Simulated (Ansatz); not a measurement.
## LiSc (built on the sites of a database entry of ScCu): relaxing the cell for a phonon run

Aim: bring LiSc (built on the sites of a database entry of ScCu) to small forces and stress, as phonons need.

Method: DFT PBEsol, scalar-relativistic, plane waves, PAW, in Ansatz 0.2.0.

The structure was built from a prototype and need not be the compound's stable phase.

### 1. The starting structure

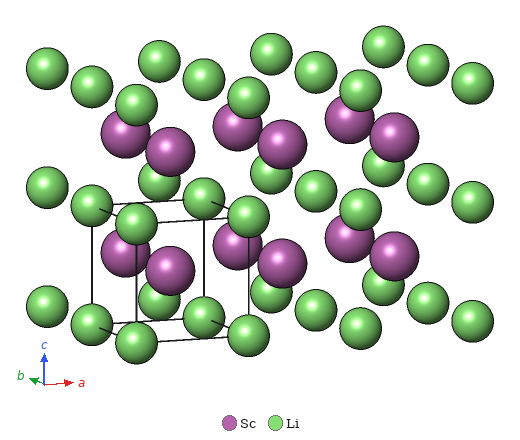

Start, viewed slightly off an axis; scandium purple, lithium green. 3×2×2 cells are drawn. Some periodic images of atoms are drawn too.

### 2. A coarse first look

First a cheap look: the gap decides the mesh and the occupations, the pressure tells how far the cell has to move.

input.yaml

```yaml
crystal:
  lattice:
    - [3.23133, 0.0, 0.0]
    - [0.0, 3.23133, 0.0]
    - [0.0, 0.0, 3.23133]
  atoms:
    - { symbol: Sc, position: [0.5, 0.5, 0.5] }
    - { symbol: Li, position: [0.0, 0.0, 0.0] }
kpoints:
  mp_grid: { grid: [6, 6, 6] }
hamiltonian:
  xc: pbesol
scf:
  occupations: { method: gaussian, width: 0.1 }
output:
  forces: true
  stress: true
  eigenvalues: true
```

Started as:

```console
$ ansatz run input.yaml --threads 4 --pin off --max-ram 7168MiB --backend cpu --events-out ev --progress --plain --runs-dir out
```

Numbers of over 12 decimals in the logs are rounded to 6 here.

What it wrote:

```text
Engine: ansatz 0.2.0, aarch64-unknown-linux-gnu
Pseudopotentials: kind: paw
Pseudopotential: Sc, paw, valence charge 11, recommended cutoff 420 eV (normal), Sc.paw.azcp
Pseudopotential: Li, paw, valence charge 3, recommended cutoff 420 eV (normal), Li.paw.azcp
Functional definition: PBEsol
  exchange = pbesol_x
  correlation = pbesol_c
Crystal: 2 atoms, lattice volume = 33.740 Å³
[...]
--- Band table (eV; the first three rows and the last of 20) ---
  k-point 0: bands = [... 3 lower, -19.8871, -19.8871, 3.0802, 7.8182, 7.8182, 11.2174, 11.2174, 11.2174]
  k-point 1: bands = [... 3 lower, -19.8815, -19.8815, 3.4549, 7.8402, 7.9570, 10.6958, 10.6958, 11.2509]
  k-point 2: bands = [... 3 lower, -19.8702, -19.8702, 4.3836, 7.5873, 8.2606, 9.9542, 9.9542, 11.3191]
  k-point 19: bands = [... 3 lower, -20.0724, -20.0724, 6.8821, 6.8821, 6.8821, 12.1146, 12.1146, 13.4087]
[key lines of the parts left out:]
SCF converged after 6 iterations
Free energy (F): -2313.687856 eV
Fermi energy:    7.889679 eV
P = ⅓ Tr σ = 10.5577 GPa (105.577 kbar)
```

The job ended after 0.81 s (4 threads of Arm Neoverse V2, shared host; peak memory 0.28 GiB; 1.3 s of CPU time).

Numbers from this step:

- pressure: 10.56 GPa
- volume per atom: 16.87 Å³
- gap on the k-mesh: 0 eV

The coarse mesh shows no gap and a pressure of 10.6 GPa.

### 3. Coarse relaxation

A rough relaxation comes first, because large forces or stress need no tight tolerances yet.

input.yaml: that of step 2 with these lines changed.

```diff
@@ -18 +18,6 @@
   eigenvalues: true
+relax:
+  adjacent_minimum: "off"
+  f_tol: 0.05
+  max_steps: 80
+  cell: { stress_tol: 0.5 }
```

What it wrote:

```text
[...]
Crystal: 2 atoms, lattice volume = 33.740 Å³
Basis set: ecut = 420 eV, 691 PW (Γ), exchange–correlation on 48×48×48 points (8 copies of the dense FFT grid, shifted against one another)
Bands: 11, of which v1, the nominal top of the filled ones, is band 7 counted from 1 (6 counted from 0)
Symmetry: 48 space group operations
[...]
k-points: 20 of 216
[...]
--- Relaxed structure (3 steps of the walk, 3 accepted, 1 SCFs on fresh bases) ---
  F+E_penalty+E_count = -2313.89507565 eV   max|allowed force component| = 5.797e-30 eV/Å   (the final SCF, on the basis selected at the relaxed cell)
  cell:  # Å, volume = 40.6007 Å³
    - [3.436987, 0, 0]
    - [0, 3.436987, 0]
    - [0, 0.0, 3.436987]
  atoms:
    - { symbol: Sc, position: [0.5, 0.5, 0.5] }
    - { symbol: Li, position: [0, 0, 0] }
[key lines of the parts left out:]
SCF converged after 4 iterations
Free energy (F): -2313.895076 eV
Fermi energy:    6.225427 eV
P = ⅓ Tr σ = 0.4535 GPa (4.535 kbar)
```

Elapsed: 1.1 s, on 4 threads; peak memory 0.3 GiB.

Relaxation path:

```
step  energy less that of the first step (eV)  largest force component (eV/Å)  pressure (GPa)  volume (Å³)
   1                                   0.0000                          0.0000           10.56        33.74
   2                                  -0.1931                          0.0000            2.25        38.92
   3                                  -0.2069                          0.0000            0.45        40.60
  4*                                  -0.2072                          0.0000            0.45        40.60
```

Relaxation steps marked * repeat the geometry before them on a plane-wave basis chosen anew for their cell, so energy and pressure can jump there.

The run keeps the 48 symmetry operations that it works with, so distortions that break them were not tested.

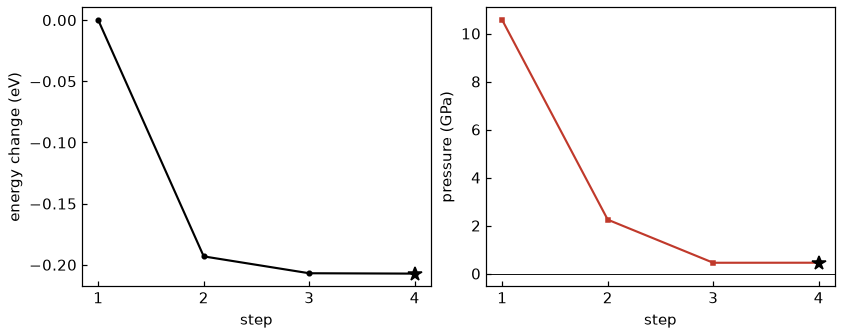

Energy and pressure along the relaxation. Stars mark steps on a basis chosen anew.

```
conventional cell, symmetrised  before  after   change
                         a (Å)   3.231  3.437   +6.4 %
                         b (Å)   3.231  3.437   +6.4 %
                         c (Å)   3.231  3.437   +6.4 %
              volume (Å³/atom)   16.87  20.30  +20.3 %
```

Final coordinates:

```xyz
2
Lattice="3.4370 0.0000 0.0000 0.0000 3.4370 0.0000 0.0000 0.0000 3.4370" Properties=species:S:1:pos:R:3 pbc="T T T"
Sc    1.7185    1.7185    1.7185
Li    0.0000    0.0000    0.0000
```

This step gave:

```
pressure        : 0.4535 GPa
volume per atom : 20.30 Å³
```

In this step the volume went from 16.87 to 20.30 Å³/atom.

### 4. Bringing the structure to rest

The cell and atoms are relaxed, since residual forces and stress would shift the frequencies.

input.yaml, the sections that differ from step 3:

```yaml
crystal:
  lattice:
    - [3.4369873525, 0.0, 0.0]
    - [0.0, 3.4369873525, 0.0]
    - [0.0, 0.0, 3.4369873525]
  atoms:
    - { symbol: Sc, position: [0.5, 0.5, 0.5] }
    - { symbol: Li, position: [0.0, 0.0, 0.0] }
kpoints:
  mp_grid: { grid: [10, 10, 10] }
relax:
  adjacent_minimum: "off"
  f_tol: 0.005
  max_steps: 80
  cell: { stress_tol: 0.05 }
# hamiltonian, scf, output: as in step 3
```

What it wrote:

```text
[...]
Crystal: 2 atoms, lattice volume = 40.601 Å³
Basis set: ecut = 420 eV, 751 PW (Γ), exchange–correlation on 48×48×48 points (8 copies of the dense FFT grid, shifted against one another)
Bands: 11, of which v1, the nominal top of the filled ones, is band 7 counted from 1 (6 counted from 0)
Symmetry: 48 space group operations
[...]
k-points: 56 of 1000
[...]
SCF iter   1: F=—  HF=-2313.911915 eV  |F-HF|=—  |Δ(HF+E_count)|=         —  Δρ=3.94e-3  dr2=6.56e-3  ethr=1.77e-3  ⟨swp⟩=4.1  Hψ=2990  notcnv=0
[...]
SCF iter   6: F=-2313.908975 eV  HF=-2313.908975 eV  |F-HF|=1.55e-11  |Δ(HF+E_count)|=   6.38e-9  Δρ=2.04e-6  dr2=1.45e-9  ethr=7.14e-10  ⟨swp⟩=4.1  Hψ=2527  notcnv=0
SCF 1 converged in 6 iterations: F = -2313.908975 eV  dr2 = 1.45e-9
[...]
relax step   1: F+E_penalty+E_count = -2313.90897507 eV  Δ(F+E_penalty+E_count) = +0.000e0 eV  max|allowed force component| = 2.165e-30 eV/Å  Δτ_max = 0.0000 Å  P = +0.479 GPa  Ω = 40.601 Å³  (6 SCF iters, dr2 threshold 1.00e-7 eV, accepted)
Crystal: 2 atoms, lattice volume = 41.313 Å³
Basis set: ecut = 420 eV, 799 PW (Γ), exchange–correlation on 48×48×48 points (8 copies of the dense FFT grid, shifted against one another)
[...]
SCF iter   4: F=-2313.909575 eV  HF=-2313.909575 eV  |F-HF|=1.24e-8  |Δ(HF+E_count)|=   2.32e-7  Δρ=8.42e-6  dr2=2.39e-8  ethr=1.43e-9  ⟨swp⟩=2.2  Hψ=2181  notcnv=0
SCF 2 converged in 4 iterations: F = -2313.909575 eV  dr2 = 2.39e-8
relax step   2: F+E_penalty+E_count = -2313.90957515 eV  Δ(F+E_penalty+E_count) = -6.001e-4 eV  max|allowed force component| = 3.153e-30 eV/Å  Δτ_max = 0.0000 Å  P = -0.183 GPa  Ω = 41.313 Å³  energy of the carried Pulay correction = -3.784e-5 eV  (4 SCF iters, dr2 threshold 2.00e-7 eV, accepted)
Crystal: 2 atoms, lattice volume = 41.113 Å³
[...]
SCF iter   4: F=-2313.909702 eV  HF=-2313.909702 eV  |F-HF|=6.28e-10  |Δ(HF+E_count)|=   6.83e-9  Δρ=2.17e-6  dr2=1.70e-9  ethr=6.01e-10  ⟨swp⟩=4.1  Hψ=2506  notcnv=0
SCF 3 converged in 4 iterations: F = -2313.909702 eV  dr2 = 1.70e-9
relax step   3: F+E_penalty+E_count = -2313.90970219 eV  Δ(F+E_penalty+E_count) = -1.270e-4 eV  max|allowed force component| = 4.735e-30 eV/Å  Δτ_max = 0.0000 Å  P = -0.003 GPa  Ω = 41.113 Å³  energy of the carried Pulay correction = -2.734e-5 eV  (4 SCF iters, dr2 threshold 8.41e-8 eV, accepted)
[...]
SCF iter   4: F=-2313.909730 eV  HF=-2313.909730 eV  |F-HF|=4.91e-11  |Δ(HF+E_count)|=  8.51e-10  Δρ=3.36e-7  dr2=1.60e-11  ethr=1.00e-12  ⟨swp⟩=3.3  Hψ=2675  notcnv=0
SCF 4 converged in 4 iterations: F = -2313.909730 eV  dr2 = 1.60e-11
relax step   4: F+E_penalty+E_count = -2313.90973013 eV  Δ(F+E_penalty+E_count) = -2.794e-5 eV  max|allowed force component| = 3.188e-30 eV/Å  Δτ_max = 0.0000 Å  P = -0.003 GPa  Ω = 41.113 Å³  stress off target by 3.48e-3 GPa  SCF on the basis re-selected at this cell (its energy is not comparable with the rows above)  (4 SCF iters)
[...]
SCF converged after 4 iterations
Free energy (F): -2313.909730 eV
[...]
Internal energy: -2313.893105 eV  (E = F + TS)
E sigma→0 (E₀):  -2313.901417 eV
Entropy (-TS):   -0.016625 eV (-8.313 meV/atom)
Fermi energy:    6.121819 eV
[...]
--- Stress (GPa, compression-positive) ---
       -0.003478      -0.000000       0.000000
       -0.000000      -0.003478       0.000000
        0.000000       0.000000      -0.003478
  P = ⅓ Tr σ = -0.0035 GPa (-0.035 kbar)
--- Band table (eV; the first three rows and the last of 56) ---
  k-point 0: bands = [... 3 lower, -22.2359, -22.2359, 1.5387, 6.1062, 6.1062, 8.7183, 8.7183, 8.7183]
  k-point 1: bands = [... 3 lower, -22.2349, -22.2349, 1.6612, 6.1069, 6.1469, 8.5623, 8.5623, 8.7277]
  k-point 2: bands = [... 3 lower, -22.2322, -22.2322, 2.0133, 6.0580, 6.2568, 8.2201, 8.2201, 8.7525]
  k-point 55: bands = [... 3 lower, -22.3306, -22.3306, 5.3850, 5.3850, 5.3850, 9.4039, 9.4039, 10.5256]
--- Relaxed structure (3 steps of the walk, 3 accepted, 1 SCFs on fresh bases) ---
[...]
cell:  # Å, volume = 41.1132 Å³
    - [3.451389, 0, 0]
    - [0, 3.451389, 0.0]
    - [0, 0.0, 3.451389]
  atoms:
    - { symbol: Sc, position: [0.5, 0.5, 0.5] }
    - { symbol: Li, position: [0, 0, 0] }
```

Wall time 1.9 s (4 threads); peak memory 0.33 GiB.

The steps of the relaxation:

```
step  energy less that of the first step (eV)  largest force component (eV/Å)  pressure (GPa)  volume (Å³)
   1                                   0.0000                          0.0000            0.48        40.60
   2                                  -0.0006                          0.0000           -0.18        41.31
   3                                  -0.0007                          0.0000            0.00        41.11
  4*                                  -0.0008                          0.0000            0.00        41.11
```

Relaxation steps marked * repeat the geometry before them on a plane-wave basis chosen anew for their cell, so energy and pressure can jump there.

The run keeps the 48 symmetry operations that it works with, so distortions that break them were not tested.

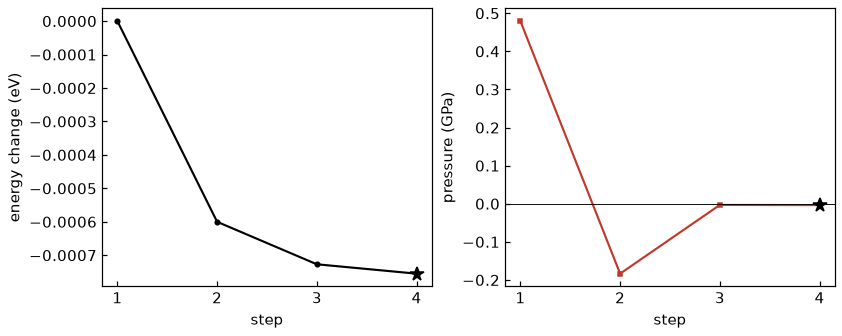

Energy and pressure along the relaxation. Stars mark steps on a basis chosen anew.

```
conventional cell, symmetrised  before  after  change
                         a (Å)   3.437  3.451  +0.4 %
                         b (Å)   3.437  3.451  +0.4 %
                         c (Å)   3.437  3.451  +0.4 %
              volume (Å³/atom)   20.30  20.56  +1.3 %
```

The relaxed structure:

```
Sc Li
1.0
     3.45139    0.00000    0.00000
     0.00000    3.45139    0.00000
     0.00000    0.00000    3.45139
Sc Li
1 1
Direct
  0.50000 0.50000 0.50000
  0.00000 0.00000 0.00000
```

Numbers from this step:

| Property | Result |
| --- | --- |
| pressure | -0.003478 GPa |
| volume per atom | 20.56 Å³ |

In this step the volume went from 20.30 to 20.56 Å³/atom.

### 5. Relaxing to small forces for the phonons

Phonons need a cell at rest on their own settings, so the relaxation is repeated with tight tolerances on forces and stress on the k mesh and occupations of the first response run.

input.yaml

```yaml
crystal:
  lattice:
    - [3.4513889793, 0.0, 0.0]
    - [0.0, 3.4513889793, 0.0]
    - [0.0, 0.0, 3.4513889793]
  atoms:
    - { symbol: Sc, position: [0.5, 0.5, 0.5] }
    - { symbol: Li, position: [0.0, 0.0, 0.0] }
kpoints:
  mp_grid: { grid: [12, 12, 12] }
hamiltonian:
  xc: pbesol
scf:
  occupations: { method: methfessel_paxton, width: 0.15 }
output:
  forces: true
  stress: true
  eigenvalues: true
relax:
  adjacent_minimum: "off"
  f_tol: 0.001
  max_steps: 60
  cell: { stress_tol: 0.01 }
```

What it wrote:

```text
[...]
Crystal: 2 atoms, lattice volume = 41.113 Å³
Basis set: ecut = 420 eV, 799 PW (Γ), exchange–correlation on 48×48×48 points (8 copies of the dense FFT grid, shifted against one another)
Bands: 11, of which v1, the nominal top of the filled ones, is band 7 counted from 1 (6 counted from 0)
Symmetry: 48 space group operations
[...]
k-points: 84 of 1728
[...]
k-point 83: bands = [... 3 lower, -22.3314, -22.3314, 5.3863, 5.3863, 5.3863, 9.4050, 9.4050, 10.5309]
--- Relaxed structure (2 steps of the walk, 2 accepted, 1 SCFs on fresh bases) ---
[...]
cell:  # Å, volume = 41.0934 Å³
    - [3.450835, 0, 0]
    - [0, 3.450835, 0.0]
    - [0, 0.0, 3.450835]
  atoms:
    - { symbol: Sc, position: [0.500000, 0.500000, 0.500000] }
    - { symbol: Li, position: [0, 0, 0] }
[key lines of the parts left out:]
SCF converged after 5 iterations
Free energy (F): -2313.903174 eV
Fermi energy:    6.120574 eV
P = ⅓ Tr σ = 0.0049 GPa (0.049 kbar)
```

Wall time 2 s (4 threads); peak memory 0.36 GiB.

Little changed from the start: no atom moved by 0.005 Å and no cell edge by 0.1 %.

Numbers from this step:

```
pressure        : 0.004894 GPa
volume per atom : 20.55 Å³
```

The forces vanish by symmetry and the pressure is 0.005 GPa, within the tolerances set. The cell now holds 20.55 Å³/atom.

### 6. Results

* space group after relaxation (within 0.01 Å): Pm-3m
* lattice constant a: 3.451 Å
* lattice constant b: 3.451 Å
* lattice constant c: 3.451 Å
* volume per atom: 20.5 Å³

The forces vanish by symmetry and the pressure is 0.005 GPa, within the tolerances set. The cell now holds 20.55 Å³/atom. The relaxation keeps the symmetry of its start, so it says nothing on stability against lower symmetry. The starting cell was built on a prototype and not taken from a measurement, so the phase need not exist.

[Logs are printed without paths, hosts, clocks, repeated set-up lines and the standing remarks that a program may print on its own settings, such as how far it seeks lower states.]

[Hosts, paths, dates, database ids (printed as entryN), source tags and the programs' standing remarks are cut or masked in the printed files.]
